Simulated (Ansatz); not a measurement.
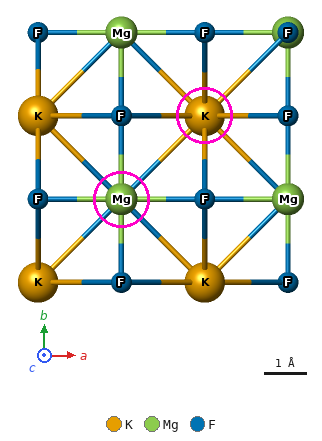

Perfect KMgF₃. The picture is a ball-and-stick view of the atoms within 4.6 Å of one point, seen along the c axis.

These are results of DFT, PBEsol, PAW, plane waves in Ansatz, not measurements. (plane-wave cutoff 420 eV; k-point mesh 1 × 1 × 1; mesh shifted by (0.25, 0.25, 0.25); no spin polarisation) Fermi-Dirac smearing of 0.01 eV. The axes drawn are those of the host's conventional cell.

A potassium atom is replaced by silicon and a magnesium atom is replaced by potassium, the two sites 3.5 Å apart at the ringed places, in charge state 0. The supercell has 40 sites, and the atoms are relaxed at the host's cell.

Q: Predict the relaxed surroundings of the defect.

A: In the host the K atom has 12 F at 2.82 Å; the Si atom ends with 3 F at 1.81 to 1.82 Å. In the host the Mg atom has 6 F at 2.00 Å; the K atom ends with 6 F at 2.23 to 2.43 Å. Of the host's atoms, a fluorine atom moves furthest from its site, by 0.77 Å. The Si atom itself moves 0.59 Å from where it was put. The K atom itself moves 0.25 Å from where it was put.

The relaxed defect, seen from the same direction:

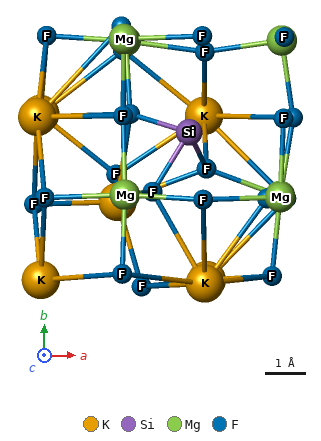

Limits of the set-up: the periodic images lie only 8.0 Å apart, so the values are limited by the cell's size.
